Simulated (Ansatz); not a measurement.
Formation energy of the bound charge states of Mg on the Si site (Mg_Si) in 4H silicon carbide (start: the Si(k) site; 96-site cell, 2×2×2 shifted sampling) against the Fermi level, Si-rich (Δμ(Si) = 0.00 eV, Δμ(Mg) = -0.24 eV, bounded by antifluorite Mg2Si; only phases computed here count, gases as isolated molecules at 0 K). Method: PBE, PAW (plane waves to 420 eV; Ansatz, an electronic-structure program).

Details: 96-site cell; 2×2×2 shifted k-points; host gap 2.23 eV; charged states image-corrected; finite-size errors of tenths of an eV; flagged in the runs: a host whose relaxation on this sampling wasn't shown to rest.

Left out: charge +1 (level within 0.1 eV of a band edge or past it).

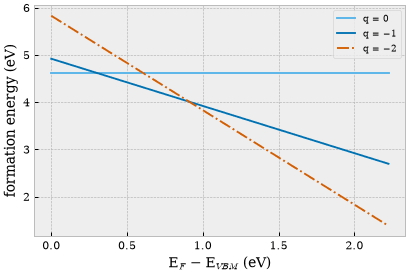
*Formation energy of each charge state against the Fermi level*

Crossings of the lowest lines: (0/−1) at 0.30 eV; (−1/−2) at 0.91 eV. At the valence-band maximum: q = 0: 4.62 eV; q = −1: 4.92 eV; q = −2: 5.83 eV.
